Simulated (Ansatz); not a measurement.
Consider C$_{3}$H$_{8}$N$_{2}$Si (SMILES CN(C)C1=N[SiH2]1).

Input

```
crystal:
  periodic: [false, false, false]
  atoms:
    - { symbol: C, position_ang: [-0.8781, -0.8595, 1.0903] }
    - { symbol: "N", position_ang: [0.2256, -0.2337, 0.421] }
    - { symbol: C, position_ang: [1.41, -1.0366, 0.4097] }
    - { symbol: C, position_ang: [0.1673, 0.7149, -0.5437] }
    - { symbol: "N", position_ang: [0.781, 1.2349, -1.4693] }
    - { symbol: Si, position_ang: [-0.9328, 1.8874, -1.3471] }
    - { symbol: H, position_ang: [-1.6446, -0.0458, 1.3211] }
    - { symbol: H, position_ang: [-1.3556, -1.5482, 0.4263] }
    - { symbol: H, position_ang: [-0.6395, -1.2784, 2.0629] }
    - { symbol: H, position_ang: [2.3292, -0.4189, 0.2562] }
    - { symbol: H, position_ang: [1.3752, -1.8138, -0.3259] }
    - { symbol: H, position_ang: [1.6093, -1.5154, 1.4111] }
    - { symbol: H, position_ang: [-0.8586, 3.3483, -1.0615] }
    - { symbol: H, position_ang: [-1.6014, 1.5358, -2.6223] }
basis:
  gaussian: { orbitals: def2-SVP }
hamiltonian:
  xc: hf
relax:
  f_tol: 0.015
  max_steps: 40
output:
  orbitals: {}
```

Launched as:

```sh
ansatz run input.yaml --threads 2 --pin off --max-ram 3072MiB --backend cpu --events-out ev --progress --plain --runs-dir out
```

The fields are those of the relaxed geometry.

Theory: RHF/def2-SVP in Ansatz.

What can the converged electron density and electron localisation function tell about the bonding?

Answer. C–N (1.28 Å): the density is about 2.8 e/Å³ at the midpoint; the ELF peaks at about 0.90 between the atoms (a covalent bond).
Si–N (1.74 Å): the density is about 1.1 e/Å³ at the midpoint; the ELF peaks at about 0.80 between the atoms; a polar covalent bond.
C–Si (1.78 Å): ρ is about 0.88 e/Å³ halfway; the ELF peaks at about 0.70 between the atoms.
C–H (1.09 Å): the density is about 2 e/Å³ at the midpoint; the ELF climbs to about 1 towards the hydrogen, as it does in any bond to H: an ordinary covalent bond to hydrogen.

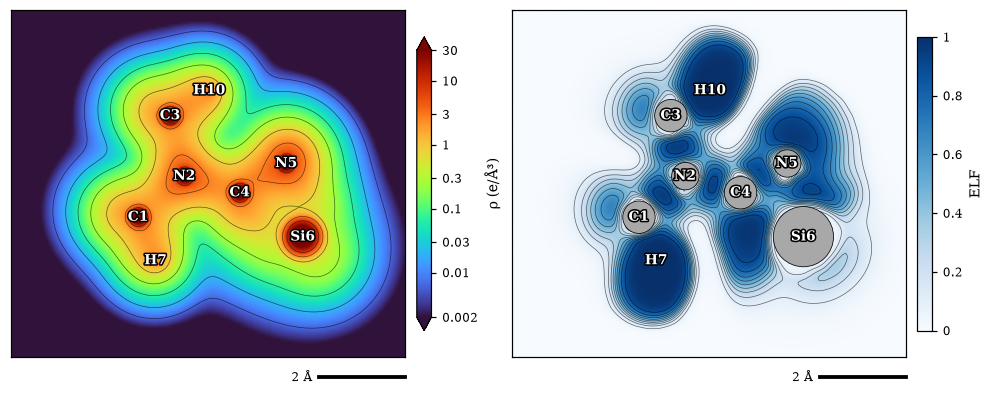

Computed electron density and electron localisation function on the plane of atoms N2, C3 and H10, in this order. Grey discs cover the atomic cores in the ELF map. 
